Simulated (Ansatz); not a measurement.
# Run report: TaNH2SCl2, single-point calculation

System: TaNH2SCl2, SMILES [NH2][Ta](=[S])([Cl])[Cl].
Method: RKS r2SCAN-D4/def2-TZVPP (Ansatz 0.2.0).

The geometry comes from this level: PBE0-D4/def2-TZVP. Figures and captions count atoms from 1; the log counts them from 0 in places.

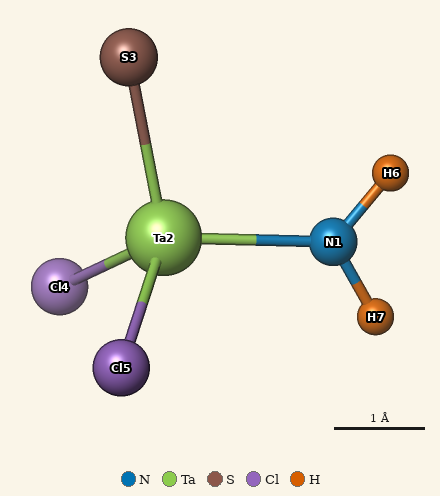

*The structure (ball-and-stick view, seen at a tilt; atoms are numbered from 1 in the order of the input). Sticks mark near contacts.*

Bond lengths as drawn: Cl–Ta 2.29 Å, H–N 1.01 Å, N–Ta 1.94 Å and S–Ta 2.15 Å.

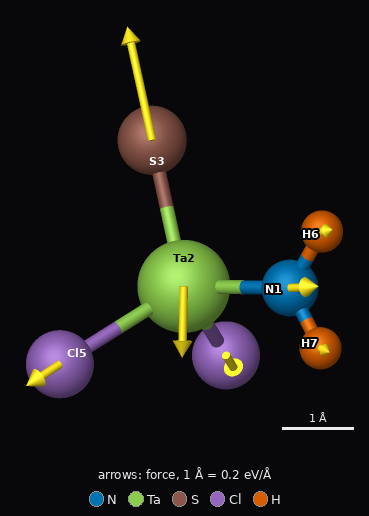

*Forces on the atoms as yellow arrows (ball-and-stick view, seen at a tilt; atoms are numbered from 1 in the order of the input).*

The largest act on S3 (0.33 eV/Å); Ta2 (0.20 eV/Å); Cl4, Cl5 (0.13 eV/Å); N1 (0.11 eV/Å). The geometry is not a stationary point of this energy.

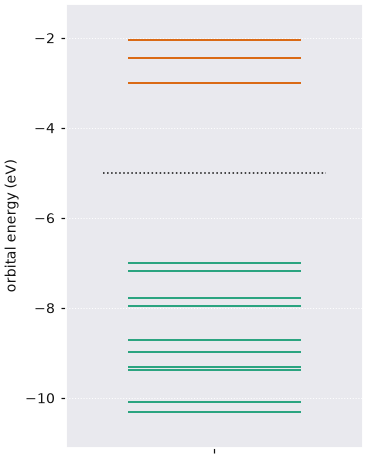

*Orbital energies near the frontier; the dotted line parts filled from empty levels, and levels within 0.02 eV of each other stand side by side.*

Highest filled −7.01 eV, lowest empty −2.99 eV, 4.02 eV apart.

The input that produced these results follows, with the program's output.

Input
```yaml
crystal:
  periodic: [false, false, false]
  atoms:
    - {symbol: N, position_ang: [-0.513868, 0.714653, 0.857582]}
    - {symbol: Ta, position_ang: [0.306752, -0.429060, -0.480512]}
    - {symbol: S, position_ang: [1.000272, -2.141202, 0.612559]}
    - {symbol: Cl, position_ang: [-1.263093, -1.025847, -2.041439]}
    - {symbol: Cl, position_ang: [2.051726, 0.682460, -1.468784]}
    - {symbol: H, position_ang: [-0.586357, 0.523719, 1.845640]}
    - {symbol: H, position_ang: [-0.934233, 1.607179, 0.629153]}
basis:
  gaussian: {orbitals: def2-TZVPP}
hamiltonian: {xc: r2scan, dispersion: d4}
output: {forces: true, orbitals: {seedname: orbitals}}
```

Log
```
Functional definition: r2SCAN
  name "r2SCAN"
  cite "Furness, Kaplan, Ning, Perdew & Sun, J. Phys. Chem. Lett. 11, 8208 (2020) doi:10.1021/acs.jpclett.0c02405"
  cite "Furness, Kaplan, Ning, Perdew & Sun, J. Phys. Chem. Lett. 11, 9248 (2020) doi:10.1021/acs.jpclett.0c03077"
  parent r2scan
  parameter k0 = 0.174
  parameter k1 = 0.065
  parameter a1 = 4.9479
  exchange = r2scan_x(k0 = k0, k1 = k1, a1 = a1)
  correlation = r2scan_c
1482 factors; their error is unknown
mean field evaluation 1: about -38951.9641 eV, gradient 7.1e1 eV
mean field evaluation 2: about -38888.5888 eV, gradient 1.7e2 eV
mean field evaluation 4: about -38956.1412 eV, gradient 4.7e1 eV
mean field evaluation 8: about -38961.6558 eV, gradient 5.3e-1 eV
mean field evaluation 16: about -38961.6220 eV, gradient 3.3e-3 eV
mean field -38961.62197691 eV, -1431.8131985155 hartree, gradient 1.2e-5 eV, S^2 0.000000; 0 other end points of the search recorded, 0 dependent functions left out
the calculation of the forces begins
reference -38961.62198795 eV, -1431.8131989211 hartree; 36, 36 occupied and 205, 205 virtual orbitals, 1482 factors
Total energy: -38961.68174804 eV, -1431.8153950642 hartree
Atom 0 at    -0.513868     0.714653     0.857582 Å, force    -0.043008     0.057789     0.076475 eV/Å
Atom 1 at     0.306752    -0.429060    -0.480512 Å, force    -0.041555     0.131630    -0.151082 eV/Å
Atom 2 at     1.000272    -2.141202     0.612559 Å, force     0.108356    -0.267440     0.170170 eV/Å
Atom 3 at    -1.263093    -1.025847    -2.041439 Å, force    -0.087818    -0.031412    -0.086355 eV/Å
Atom 4 at     2.051726     0.682460    -1.468784 Å, force     0.095655     0.063178    -0.054537 eV/Å
Atom 5 at    -0.586357     0.523719     1.845640 Å, force    -0.014973     0.018923     0.030819 eV/Å
Atom 6 at    -0.934233     1.607179     0.629153 Å, force    -0.016657     0.027333     0.014511 eV/Å
Dipole moment:    -0.348795     0.583987     0.276879 e Å
```

Summary

```tsv
quantity	value
outcome	converged
total energy	−38961.6817 eV
mean-field energy	−38961.6220 eV
dispersion energy	−0.0598 eV
SCF solution under orbital rotations	stable
HOMO	−7.01 eV
LUMO	−2.99 eV
largest force (length of the vector)	0.335 eV/Å
dipole moment	3.53 D
hardware	4 CPU threads, shared host
wall time	4.7 s (CPU time 17 s)
peak memory	0.44 GiB
```
